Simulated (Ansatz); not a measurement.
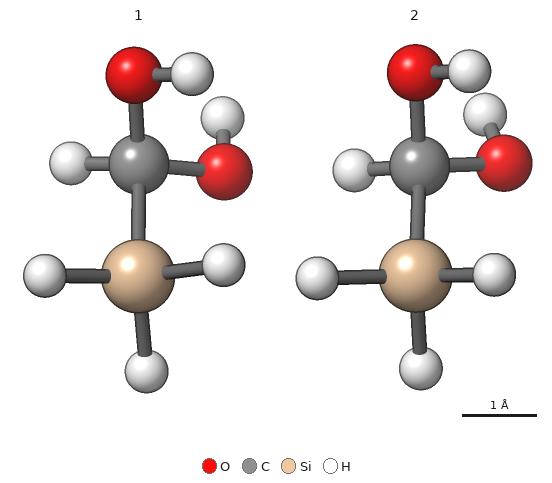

Two geometries of CH₆O₂Si (coarse preliminary run), drawn at one scale. One is the start of a relaxation, the other its converged end. A ball-and-stick model, seen from a free direction.

The calculation used RKS PBE-D4/def2-SVP in Ansatz. Settings: force threshold 0.03 eV/Å; at most 200 steps.

### Which geometry has the lower energy?

Structure 1 is the relaxed one. The start comes from a force field. The energy falls by 0.391 eV in 4 accepted moves (6 points after the start). Largest force component: 2.1 eV/Å at the start, 0.013 eV/Å at the end. The line search rejected the trial steps at points 3, 5 of the run. The largest move after the best rigid fit is that of an H atom, 0.21 Å. By element the largest moves are H 0.21 Å, O 0.13 Å, C 0.08 Å, Si 0.07 Å. Near-neighbour distances that change, for instance: H–Si 1.422 → 1.507 Å, H–O 1.036 → 0.979 Å, C–H 1.099 → 1.117 Å, H–Si 1.521 → 1.504 Å. Bond angles that change, for instance: O–C–O 104.5° → 112.9°, O–C–Si 114.1° → 106.7°, C–Si–H 112.7° → 107.1°. Cost: 12 s on 2 threads of Arm Neoverse V1, with other jobs on the host.
